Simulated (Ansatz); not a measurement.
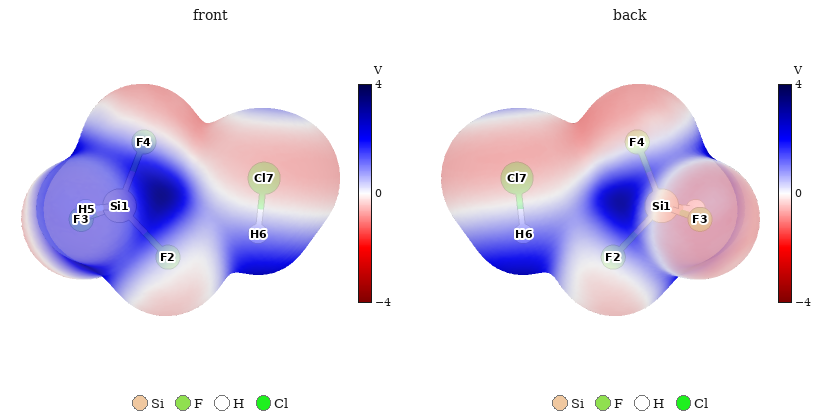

Figure 1: F3HSi···HCl. The molecular electrostatic potential painted on the density surface at 0.004 e/bohr³, seen from the front and from behind; the colour scale runs from red (negative) to blue (positive).

Not at a stationary point (largest force 0.8 eV/Å).

These are results of Ansatz 0.2.0, UKS BLYP-D4/def2-SVP, not measurements.

```tsv
atom	x (Å)	y (Å)	z (Å)
Si	-0.6780	-0.6497	-0.1396
F	0.8267	-0.6863	0.5428
F	-0.5910	-1.6644	-1.3978
F	-1.1454	0.7743	-0.7287
H	-1.6497	-1.1127	0.8700
H	1.9872	1.1569	0.6104
Cl	1.2502	2.1819	0.2429
```

Question: Which sites attract a positive test charge, and which a negative one?

Answer: A positive charge is drawn to the negative regions and a negative charge to the positive ones. The most negative region (about −0.8 V) lies over the gap between the two molecules, near F4 and Cl7, the most positive (about +3.1 V) over Si1. Cl7 shows a σ-hole: about +0.6 V at the tip opposite its bond, against about −0.3 V on its flanks.
